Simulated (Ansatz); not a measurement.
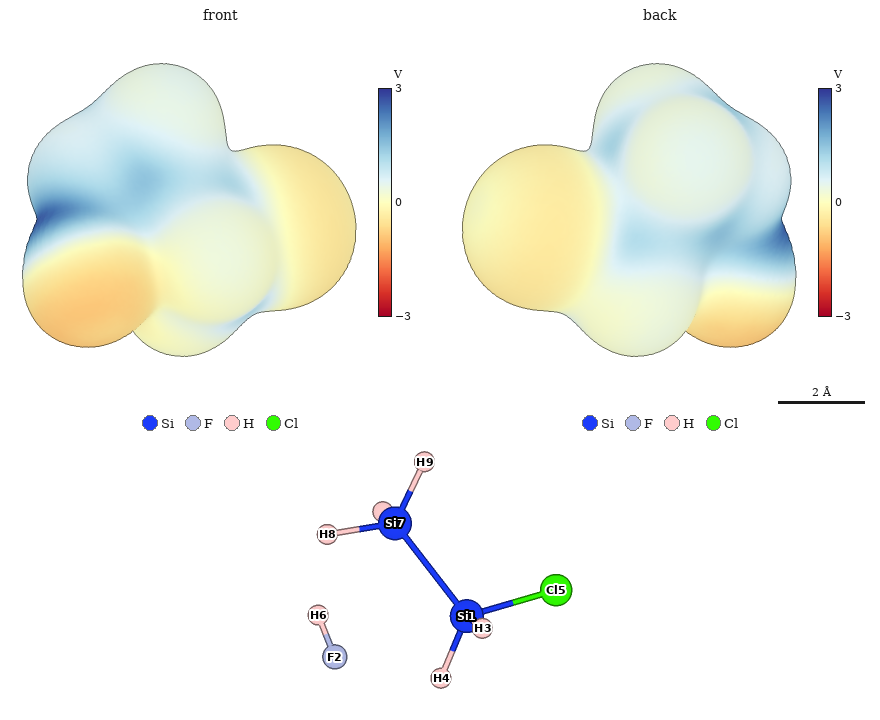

ClH₅Si₂···HF. The electrostatic potential painted on the density surface at 0.002 e/bohr³, seen from the front and from behind; the colour scale runs from red (negative) to blue (positive). The bare structure is drawn below in the same view.

The product side of a reaction path; geometry: PBE0-D4/def2-TZVP.

All numbers below come from RKS PBE0-D4/def2-TZVPP (Ansatz 0.2.0).

The calculation's input:

```
crystal:
  periodic: [false, false, false]
  atoms:
    - {symbol: Si, position_ang: [-0.742574, -0.595522, -0.842426]}
    - {symbol: F, position_ang: [0.563628, -1.796850, 1.672993]}
    - {symbol: H, position_ang: [0.148565, -1.697595, -1.269738]}
    - {symbol: H, position_ang: [-1.821270, -1.095359, 0.039549]}
    - {symbol: Cl, position_ang: [-1.632503, 0.184486, -2.540066]}
    - {symbol: H, position_ang: [0.922789, -0.955639, 1.820686]}
    - {symbol: Si, position_ang: [0.436336, 1.191111, 0.109834]}
    - {symbol: H, position_ang: [1.150349, 0.781551, 1.363814]}
    - {symbol: H, position_ang: [1.467393, 1.694356, -0.832582]}
    - {symbol: H, position_ang: [-0.492613, 2.289360, 0.477836]}
basis:
  gaussian: {orbitals: def2-TZVPP}
hamiltonian: {xc: pbe0, dispersion: d4}
output: {orbitals: {seedname: orbitals}}
```

Launched as:

```sh
ansatz run in.yaml --threads 4 --pin off --events-out ev --progress --plain --max-ram 9574MiB
```

> Describe the electrostatic potential map.

The most negative region (about −0.9 V) lies over F2, the most positive (about +2.5 V) over H6.
